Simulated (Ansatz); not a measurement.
## Formation energy and levels of the vacancy V_Cl (site 2) in CsLi3Cl4 (Cmcm)

Aim: at which Fermi levels does V_Cl (site 2) in CsLi3Cl4 (Cmcm) change its charge? The model is a cell of 64 host atoms with 1 Cl taken out.

Main program and level: Ansatz 0.2.0; place-levels on PBEsol runs: charge-transition levels and formation energies with image-charge correction and potential alignment at the atomic sites.

### Step 1. Starting point

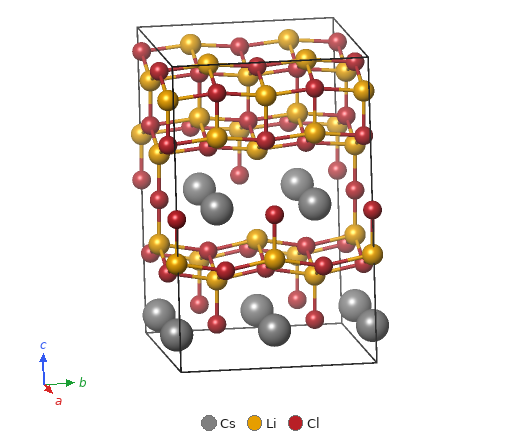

Start, viewed slightly off an axis; caesium grey, lithium orange, chlorine red. Some periodic images of atoms are drawn too.

The cell holds 63 atoms: 8 Cs, 24 Li and 31 Cl. Its edges and angles: a = 8.872 Å, b = 10.316 Å, c = 15.848 Å, α = 90.0°, β = 98.0°, γ = 90.0°. It derives from CsLi3Cl4 (space group Cmcm). Nearest the centre at fractional (0.424, 0.375, 0.698): Li6 at 2.36 Å, Li4 at 2.42 Å, Cs32 at 3.40 Å, Cs48 at 3.40 Å, Cs1 at 3.40 Å, Cs16 at 3.40 Å, Cl13 at 3.71 Å, Cl28 at 3.71 Å.

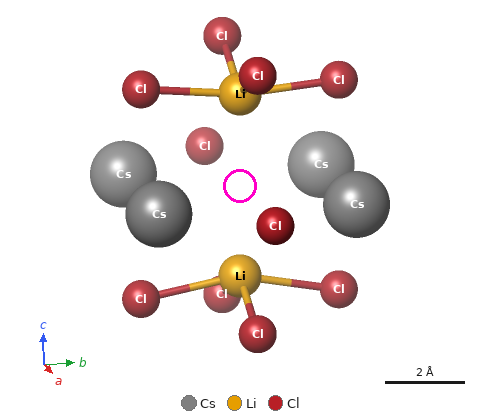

The atoms within 5 Å of the centre. A ring marks the centre wherever it is empty.

Screening for the image-charge correction: ε∞ = (2.81, 2.74, 2.87), ε0 = (6.25, 6.26, 23.88), from a response run on this crystal (DFPT, PBEsol) at that run's own cell.

The cell's shortest repeat is 8.9 Å.

### Step 2. The runs of each charge state

A transition level is the Fermi level at which two charge states cost the same, so each charge needs its own total energy, at its own relaxed structure.

Random displacements of about 0.05 Å break the site symmetry at the start, so that the relaxation can reach a distorted minimum if there is one. Forces are taken at one point at (¼, ¼, ¼). The cell holds 1 electron more than the neutral one, with a uniform background that keeps it neutral on the whole.

The sampling was tested on the host first: at the k-points planned (1x1x1 shifted 0.25 0.25 0.25) its energy lies 0.000 eV an atom from the dense-mesh value, under the bound of 0.02 eV set for this test; that bounds the host's error, not the defect's.

One of the inputs; charge, spin and start change from state to state.

File qm1.relax/input.yaml:

```yaml
crystal:
  lattice:
    - [8.87234726, 0.0, 0.0]
    - [0.0, 0.0, -10.315629]
    - [-2.21808682, 15.6918361, 0.0]
  atoms:
    - { symbol: Cs, position: [0.17308297, 0.125, 0.69233188] }
    - { symbol: Cs, position: [0.32691703, 0.375, 0.30766812] }
[... 1 atom line left out ...]
    - { symbol: Li, position: [0.46303431, 0.375, 0.85213724] }
    - { symbol: Li, position: [0.23323805, 0.125, 0.93295221] }
    - { symbol: Li, position: [0.38680461, 0.375, 0.54721844] }
[... 3 atom lines left out ...]
    - { symbol: Cl, position: [0.12080338, 0.375, 0.48321354] }
    - { symbol: Cl, position: [0.22897387, 0.375, 0.91589549] }
[... 1 atom line left out ...]
    - { symbol: Cl, position: [0.46691908, 0.125, 0.86767633] }
    - { symbol: Cl, position: [0.37919662, 0.125, 0.51678646] }
[... 1 atom line left out ...]
    - { symbol: Cs, position: [0.17308297, 0.625, 0.69233188] }
[... 3 atom lines left out ...]
    - { symbol: Li, position: [0.23323805, 0.625, 0.93295221] }
[... 7 atom lines left out ...]
    - { symbol: Cl, position: [0.46691908, 0.625, 0.86767633] }
[... 1 atom line left out ...]
    - { symbol: Cl, position: [0.37919662, 0.625, 0.51678646] }
[... 1 atom line left out ...]
    - { symbol: Cs, position: [0.67308297, 0.125, 0.69233188] }
[... 3 atom lines left out ...]
    - { symbol: Li, position: [0.73323805, 0.125, 0.93295221] }
    - { symbol: Li, position: [0.88680461, 0.375, 0.54721844] }
[... 3 atom lines left out ...]
    - { symbol: Cl, position: [0.62080338, 0.375, 0.48321354] }
    - { symbol: Cl, position: [0.72897387, 0.375, 0.91589549] }
[... 2 atom lines left out ...]
    - { symbol: Cl, position: [0.92446762, 0.375, 0.69787048] }
[... 2 atom lines left out ...]
    - { symbol: Cs, position: [0.67308297, 0.625, 0.69233188] }
[... 3 atom lines left out ...]
    - { symbol: Li, position: [0.73323805, 0.625, 0.93295221] }
[... 10 atom lines left out ...]
    - { symbol: Cl, position: [0.53308092, 0.875, 0.13232367] }
  host:
    repeats: [2, 2, 1]
    atoms:
      - { symbol: Cs, position: [0.34616594, 0.25, 0.69233188] }
      - { symbol: Cs, position: [0.65383406, 0.75, 0.30766812] }
      # ... 14 more atoms of the perfect host
total_charge: -1
basis:
  ecutwfc: 420
  xc_grid: 2
hamiltonian:
  xc: pbesol
kpoints:
  mp_grid: { grid: [1, 1, 1], shift: [0.25, 0.25, 0.25] }
scf:
  occupations: { method: fixed }
  max_iter: 60
output:
  forces: true
  charged_corrections:
    epsilon: [2.81, 2.74, 2.87]
    static_epsilon: [6.25, 6.26, 23.88]
    defect_position: [0.424468, 0.375, 0.69787]
relax:
  f_tol: 0.02
  max_steps: 80
  random_displacement: { amplitude: 0.05, seed: 7821 }
checkpoint:
  write: "../qm1.relax.run"
  compress: false
  write_wavefunctions: true
  write_every: 100000
```

The run is started by

```sh
$ ansatz run input.yaml --threads 4 --pin off --max-ram 7536MiB --backend cpu --events-out ev --progress --plain --runs-dir out
```

The relaxed structure is kept and the sampling changed to a 2×2×2 shifted mesh.

The run of this state that the levels use, under PBEsol:

File qm1.point/input.yaml:

```yaml
crystal:
  checkpoint: "../qm1.relax.run"
  host: checkpoint
total_charge: -1
basis:
  ecutwfc: 420
  xc_grid: 2
hamiltonian:
  xc: pbesol
kpoints:
  mp_grid: { grid: [2, 2, 2], shift: [0.5, 0.5, 0.5] }
scf:
  occupations: { method: fermi_dirac, width: 0.01 }
  max_iter: 60
output:
  forces: true
  eigenvalues: true
  charged_corrections:
    epsilon: [2.81, 2.74, 2.87]
    static_epsilon: [6.25, 6.26, 23.88]
    defect_position: [0.424468, 0.375, 0.69787]
  eigenstates: { localisation: true }
  populations: true
  band_densities: [{ bands: [v1, v1] }, { bands: [c1, c1] }]
  write_density: true
  write_potential: true
  volumetric_format: npy
  elf: true
checkpoint:
  read: "../qm1.relax.run"
  write: "../qm1.point.run"
  compress: false
  write_wavefunctions: false
  write_every: 100000
```

Relaxations under PBEsol at one point at (¼, ¼, ¼); times on 4 threads of Arm Neoverse V2, shared host:

```csv
charge,moment (μB),occupations,outcome,steps,largest displacement against the far atoms (Å),time
−1,0,fixed,converged,7,0.47,78 s
0,1,fixed,converged,4,0.06,1.7 min
+1,0,fixed,converged,7,0.79,80 s
−1,2,fixed,converged,4,0.06,1.9 min
```

Single points under PBEsol at a 2×2×2 shifted mesh; times on 4 threads of Arm Neoverse V2, shared host:

```csv
charge,moment (μB),occupations,outcome,time
−1,0,fermi-dirac,converged,91 s
0,1,fermi-dirac,converged,3.2 min
+1,0,fermi-dirac,converged,89 s
−1,2,fermi-dirac,converged,3.6 min
```

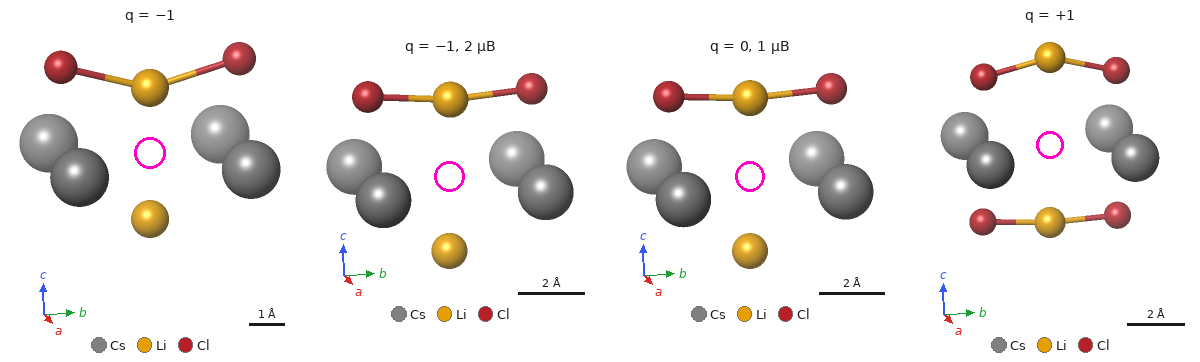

The structures near the centre after relaxation with PBEsol, by charge. A ring marks the centre wherever it is empty. Bonds to atoms that aren't drawn are left out.

Distances (Å) from the ideal centre to the nearest atoms after relaxation with PBEsol:

```csv
charge,moment (μB),1.,2.,3.,4.,5.,6.
−1,0,Li 1.96,Li 1.97,Cs 3.36,Cs 3.36,Cs 3.36,Cs 3.36
−1,2,Li 2.35,Li 2.43,Cs 3.35,Cs 3.36,Cs 3.36,Cs 3.38
0,1,Li 2.36,Li 2.48,Cs 3.37,Cs 3.37,Cs 3.37,Cs 3.38
+1,0,Li 2.85,Li 3.20,Cs 3.47,Cs 3.47,Cs 3.47,Cs 3.48
```

### Step 3. place-levels, PBEsol

A charged cell interacts with its images and the background, and its potential has another zero than the host's. place-levels removes the first by a point-charge model, screened by the static dielectric constant since the ions have relaxed around the charge, and the second by comparing potentials at atoms far from the defect.

The host is a run of the defect-free crystal in the same cutoffs, grids and k-points, so that basis and sampling errors cancel in part in the differences. The host is run in a cell of 16 atoms on a matching mesh. Its band edges are searched through the zone by a band path, so the gap is smaller than, or equal to, that on the mesh. Chemical potentials are energies per atom of Cl (Cl2 molecule), run with the same functional and cutoff.

File levels.point.yaml:

```yaml
host:
  run: host.point.run
states: [qm1.point.run, q0_M1.point.run, qp1.point.run, qm1_M2.point.run]
geometry_from:
  qm1.point.run: qm1.relax.run
  q0_M1.point.run: q0_M1.relax.run
  qp1.point.run: qp1.relax.run
  qm1_M2.point.run: qm1_M2.relax.run
  host.point.run: host.relax.run
chemical_potentials:
  Cl:
    energy: -1060.711994
    dataset: "<sha256 of the dataset>"
epsilon: [2.81, 2.74, 2.87]
static_epsilon: [6.25, 6.26, 23.88]
vertical:
  - { from: qm1.point.run, to: qm1.point_neutral.run }
  - { from: qp1.point.run, to: qp1.point_neutral.run }
  - { from: qm1_M2.point.run, to: qm1_M2.point_neutral.run }
```

The run is started by

```sh
$ ansatz place-levels levels.point.yaml -- --threads 4 --pin off --max-ram 7536MiB
```

Numbers of over 12 decimals in the logs are rounded to 6 here.

Output:

```text
[... repeated set-up lines and file paths are left out, and long positions are rounded to six places ...]
(+1/0) 4.260 eV above the valence edge, 1.104 eV under the conduction edge
(0/-1) 5.121 eV above the valence edge, 0.243 eV under the conduction edge
formation energy of charge +1: +0.303 eV with the Fermi level at the valence edge
formation energy of charge 0: +4.563 eV with the Fermi level at the valence edge
formation energy of charge -1: +9.684 eV with the Fermi level at the valence edge
vertical -1 to 0: no energy, since no alignment is typed
  the change from vertical[0].from (qm1.point.run) to vertical[0].to (qm1.point_neutral.run): by its potential at epsilon [2.81, 2.74, 2.87] it stands at 0.424 0.375 0.697, with an rms radius of about 2.3 Å (1.3 1.4 1.3 Å across the planes of the cell's [...]
vertical +1 to 0: no energy, since no alignment is typed
  the change from vertical[1].from (qp1.point.run) to vertical[1].to (qp1.point_neutral.run): by its potential at epsilon [2.81, 2.74, 2.87] it stands at 0.422 0.375 0.684, with an rms radius of about 2.1 Å (1.0 1.2 1.4 Å across the planes of the cell's [...]
vertical -1 to 0: no energy, since no alignment is typed
  the change from vertical[2].from (qm1_M2.point.run) to vertical[2].to (qm1_M2.point_neutral.run): by its potential at epsilon [2.81, 2.74, 2.87] it stands at 0.468 0.382 0.291, with an rms radius of about 7.3 Å (3.4 3.8 5.2 Å across the planes of the cell's [...]
  edges by pbesol, gap 5.364 eV; the host is sampled to repeats of 27.21 Å
  the defect's cells are sampled to repeats of 27.21 Å, like sampling
  charge +1: -82564.1120 eV with its correction of +0.015 eV, at epsilon [6.25, 6.26, 23.88], aligned at sites: -0.0987 eV, mean over 49 atomic sites at or beyond 4.44 Å from the defect at [0.4245, 0.3750, 0.6979], with +0.024237 for the charge's moments and [...]
  charge 0: +0.000 eV for its dipole among its images, -0.000 omitted
  charge -1: -82551.0589 eV with its correction of +0.275 eV, at epsilon [6.25, 6.26, 23.88], aligned at sites: -0.1613 eV, mean over 49 atomic sites at or beyond 4.44 Å from the defect at [0.4245, 0.3750, 0.6979], with -0.020428 for the charge's moments and [...]
  charge -1: states[3] (qm1_M2.point.run) stands 0.705 eV higher, with a moment of 2.00 μB against 0.00
  of states[2] (qp1.point.run): its displacements don't fall off away from the defect: farther atoms stand 0.034 Å off the host's places. [...]
  of states[3] (qm1_M2.point.run): it parts from the run at its places by a charge that spreads by about 3.4 Å along one vector (1.5 Å or more is wide), by its potential at epsilon [2.81, 2.74, 2.87], taken for that of held ions (one typed too small widens [...]
  of vertical[1].from (qp1.point.run): its displacements don't fall off away from the defect: farther atoms stand 0.034 Å off the host's places. [...]
  of vertical[1].to (qp1.point_neutral.run): its displacements don't fall off away from the defect: farther atoms stand 0.034 Å off the host's places. [...]
  of vertical[2].from (qm1_M2.point.run): its displacements don't fall off away from the defect: farther atoms stand 0.018 Å off the host's places. [...]
  of vertical[2].to (qm1_M2.point_neutral.run): its displacements don't fall off away from the defect: farther atoms stand 0.018 Å off the host's places. [...]
```

The job ended after 0.36 s (4 threads of Arm Neoverse V2, shared host).

Under PBEsol the gap is 5.36 eV, (+1/0) 4.26, (0/−1) 5.12 eV.

Levels between the charges placed, in eV above the valence top:

```csv
,gap (eV),(+1/0),(0/−1)
PBEsol,5.36,4.26,5.12
```

Corrections by state:

```csv
charge,moment (μB),image terms and alignment (eV),band filling (eV),ε used,"over the lowest of its charge, as the program ranks them, band filling apart (eV)"
+1,0.0,0.015,-,"principal values (6.25, 6.26, 23.88)",0.000
0,1.0,0.000,-,-,0.000
−1,0.0,0.275,-,"principal values (6.25, 6.26, 23.88)",0.000
−1,2.0,0.185,-,"principal values (6.25, 6.26, 23.88)",0.705
```

The charged structures listed were also run neutral, and place-levels reads from each pair, by the potential or the spins, how wide the charge is by which they differ; that can be the carrier of either run.

```csv
charge,rms radius (Å),spread where it is widest against the cell (Å),wide from (Å),reading
+1,2.1,1.23,1.79,narrow
−1,2.3,1.32,1.52,narrow
```

The neutral runs of these pairs need not share the spin of the lowest neutral state, and very wide values only mean spread over the cell.

From the program's caveats on the states, each cut to its opening words:

- charge +1: its displacements don't fall off away from the defect: farther atoms stand 0.034 Å off the host's places
- charge −1 (2 μB): it parts from the run at its places by a charge that spreads by about 3.4 Å along one vector (1.5 Å or more is wide), by its potential at epsilon [2.81, 2.74, [...]
- charge −1 (2 μB): its alignment with the host at atomic sites is doubtful: the mean over the far sites moves by -0.1688 eV from their farther parts to their nearer, more than [...]
- charge −1 (2 μB): its displacements don't fall off away from the defect: farther atoms stand 0.018 Å off the host's places
- charge −1 (2 μB): its moments are held at its close (magnetization.spin_locking), by a field of 0.285 eV a Bohr magneton, and its energy and levels are of the state that this [...]

Chemical potentials of the elements' reference phases, run alike. Formation energies (elemental references), with the Fermi level at the valence top and at the conduction bottom (gap 5.36 eV):

```csv
charge,at valence top (eV),at conduction bottom (eV),correction included (eV)
+1,0.30,5.67,0.01
0,4.56,4.56,0.00
−1,9.68,4.32,0.27
```

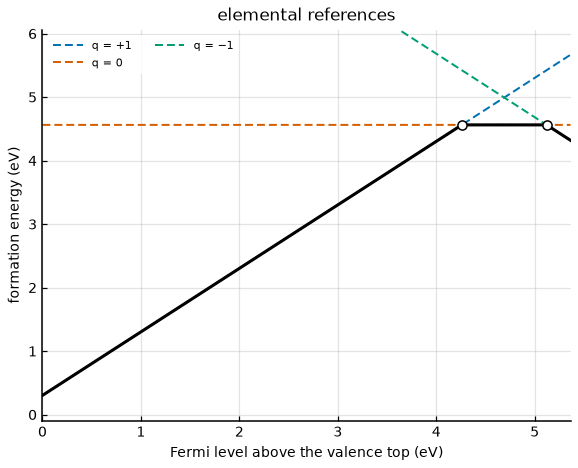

Formation energy against Fermi level; the thick line follows the lowest charge state and circles mark the transition levels.

The charge transition levels (eV, zero at the valence-band top of the host):

```csv
,conduction bottom,valence top
V_Cl2,5.36,0.00
```

```csv
,level,energy (eV)
V_Cl2,(+1/0),4.26
V_Cl2,(0/−1),5.12
```

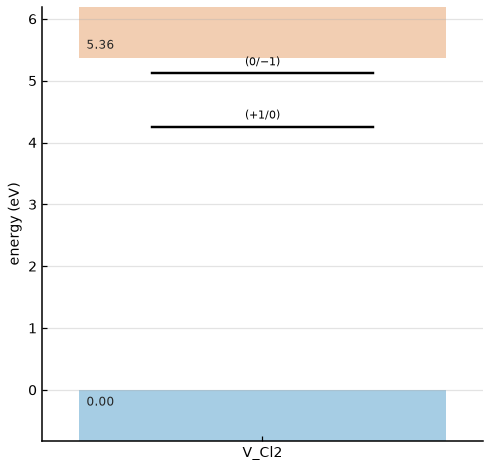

Charge transition levels. Shaded: valence and conduction bands.

### Step 4. The same at the relaxations' own k-points

The relaxations' own energies give the levels at their sampling, for comparison.

File levels.relax_mesh.yaml:

```yaml
host:
  run: host.relax.run
states: [qm1.relax.run, q0_M1.relax.run, qp1.relax.run, qm1_M2.relax.run]
chemical_potentials:
  Cl:
    energy: -1060.711994
    dataset: "<sha256 of the dataset>"
```

The run is started by

```sh
$ ansatz place-levels levels.relax_mesh.yaml -- --threads 4 --pin off --max-ram 7536MiB
```

Output:

```text
(+1/0) 4.260 eV above the valence edge, 1.104 eV under the conduction edge
(0/-1) 5.126 eV above the valence edge, 0.238 eV under the conduction edge
formation energy of charge +1: +0.303 eV with the Fermi level at the valence edge
formation energy of charge 0: +4.563 eV with the Fermi level at the valence edge
formation energy of charge -1: +9.689 eV with the Fermi level at the valence edge
  edges by pbesol, gap 5.364 eV; the host is sampled to repeats of 13.61 Å
[... the lines on each state left out ...]
```

Wall time 0.11 s (4 threads).

Levels between neighbouring charges, in eV above the valence top:

```csv
,gap (eV),(+1/0),(0/−1)
"one point at (¼, ¼, ¼)",5.36,4.26,5.13
a 2×2×2 shifted mesh,5.36,4.26,5.12
```

Going from one point at (¼, ¼, ¼) to a 2×2×2 shifted mesh moves the levels that carry no band-filling term by up to 0.00 eV and formation energies against the elements by up to 0.01 eV.

### Step 5. Levels against the band edges, r2SCAN

r2SCAN on the same structure is run to see how far the result rests on the functional, though not on the errors that semilocal functionals share; the sampling changes too, to one point at (¼, ¼, ¼), so differences hold both changes.

File qm1.r2scan/input.yaml:

```yaml
crystal:
  checkpoint: "../qm1.relax.run"
  host: checkpoint
total_charge: -1
basis:
  ecutwfc: 500
  xc_grid: 2
hamiltonian:
  xc: r2scan
kpoints:
  mp_grid: { grid: [1, 1, 1], shift: [0.25, 0.25, 0.25] }
scf:
  occupations: { method: fermi_dirac, width: 0.01 }
  max_iter: 60
output:
  forces: true
  eigenvalues: true
  charged_corrections:
    epsilon: [2.81, 2.74, 2.87]
    static_epsilon: [6.25, 6.26, 23.88]
    defect_position: [0.424468, 0.375, 0.69787]
checkpoint:
  write: "../qm1.r2scan.run"
  compress: false
  write_wavefunctions: false
  write_every: 100000
```

Elapsed: 32 s, on 4 threads; peak memory 2.9 GiB.

File levels.r2scan.yaml:

```yaml
host:
  run: host.r2scan.run
states: [qm1.r2scan.run, q0_M1.r2scan.run, qp1.r2scan.run, qm1_M2.r2scan.run]
geometry_from:
  qm1.r2scan.run: qm1.relax.run
  q0_M1.r2scan.run: q0_M1.relax.run
  qp1.r2scan.run: qp1.relax.run
  qm1_M2.r2scan.run: qm1_M2.relax.run
  host.r2scan.run: host.relax.run
chemical_potentials:
  Cl:
    energy: -1083.517615
    dataset: "<sha256 of the dataset>"
```

The run is started by

```sh
$ ansatz place-levels levels.r2scan.yaml -- --threads 4 --pin off --max-ram 7536MiB
```

Output:

```text
(+1/0) 4.581 eV above the valence edge, 1.680 eV under the conduction edge
(0/-1) 5.756 eV above the valence edge, 0.506 eV under the conduction edge
formation energy of charge +1: +0.362 eV with the Fermi level at the valence edge
formation energy of charge 0: +4.943 eV with the Fermi level at the valence edge
formation energy of charge -1: +10.699 eV with the Fermi level at the valence edge
  edges by r2scan, gap 6.261 eV; the host is sampled to repeats of 13.61 Å
[... the lines on each state left out ...]
```

The job ended after 0.19 s (4 threads).

Under r2SCAN the gap is 6.26 eV, (+1/0) 4.58, (0/−1) 5.76 eV.

### Step 6. Side by side

Levels between neighbouring charges, in eV above each run's own valence top:

```csv
,gap (eV),(+1/0),(0/−1),CPU time a state at this stage (restarts are quicker than cold starts)
"PBEsol, 2×2×2 shifted mesh",5.36,4.26,5.12,9.2 min
"r2SCAN on PBEsol structures, (¼, ¼, ¼)",6.26,4.58,5.76,4.9 min
```

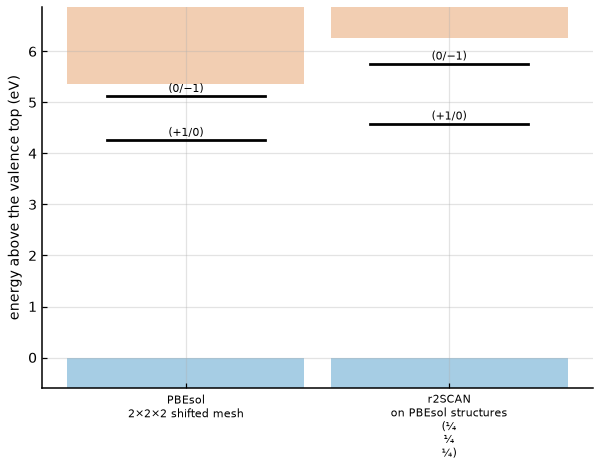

Levels between stable charges at each rung, each against its own band edges (shaded).

### Step 7. Results

| Item | Value |
| --- | --- |
| gap of the host | 5.36 eV (PBEsol) |
| level (plus 1/0) | 4.26 eV above the valence top |
| level (0/minus 1) | 5.12 eV above the valence top |
| lowest of the charges placed, just above the valence top (0.02 eV) | +1 |
| lowest of the charges placed, just below the conduction bottom (0.02 eV) | −1 |
| lowest formation energy at mid-gap of the charges run, elemental references | 2.99 eV |

What this shows: Of the charges placed (−1, 0 and +1), the lowest changes at 4.26 eV (+1/0) and 5.12 eV (0/−1) above the valence top, in a gap of 5.36 eV. (0/−1) lies nearer to a band edge than the share of the finite-size correction in it (0.27 eV), and that correction holds for a localised charge alone. Charges above +1 and below −1 were not placed, so these runs say nothing of levels that involve them. States placed: +1 at 0 μB; 0 at 1 μB; −1 at 0 μB and 2 μB. Other spin states or structures, where not listed, weren't placed. Going from one point at (¼, ¼, ¼) to a 2×2×2 shifted mesh moves the levels that carry no band-filling term by up to 0.00 eV and formation energies against the elements by up to 0.01 eV. The program doubts the alignment of potentials for at least one state, a sign that the cell is small. Limits: the images are only 8.9 Å apart; PBEsol makes the gap too small and tends to spread out bound carriers; where a gas molecule sets a chemical potential or the host's formation energy, its binding is uncorrected; spin–orbit coupling, which can matter with heavy atoms, is left out.

[Logs are printed without paths, hosts, clocks, repeated set-up lines and the standing remarks that a program may print on its own settings, such as how far it seeks lower states.]

[Hosts, paths, dates, database ids (printed as entryN), source tags and the programs' standing remarks are cut or masked in the printed files.]

[Where a table of states has a column of steps, it counts the stored structures, which are thinned; the runs took as many ionic steps or more.]

[A defect's name tells the site on which it was built; relaxed atoms can leave that site.]

[For some hosts the program warned that the k-mesh of the response run may be too coarse for force constants and the static dielectric constant; such warnings are not shown here.]
